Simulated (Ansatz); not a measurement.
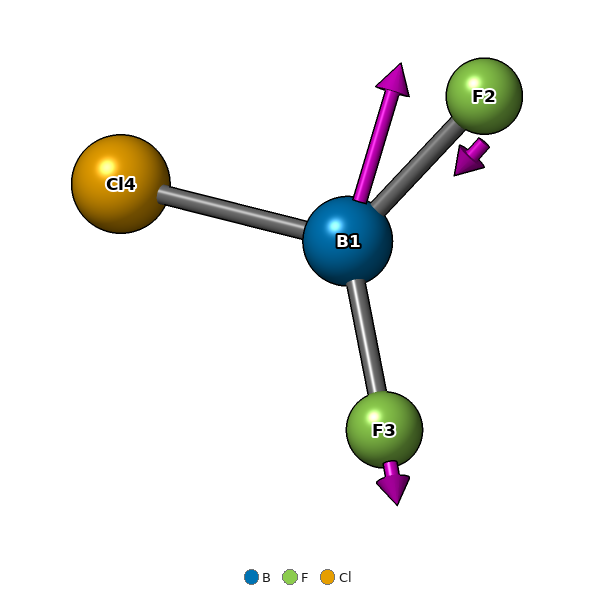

The arrows show one normal mode. Harmonic vibrations computed with RKS PBE0-D4/def2-TZVP (Ansatz 0.2.0) at a stationary point of the same level.

Q: What kind of motion is it?

A: Mostly out-of-phase stretching of 2 B–F bonds.

Q: At what wavenumber does it lie?

A: 1458 cm⁻¹; it is mode 6 of 6 counted from the lowest.
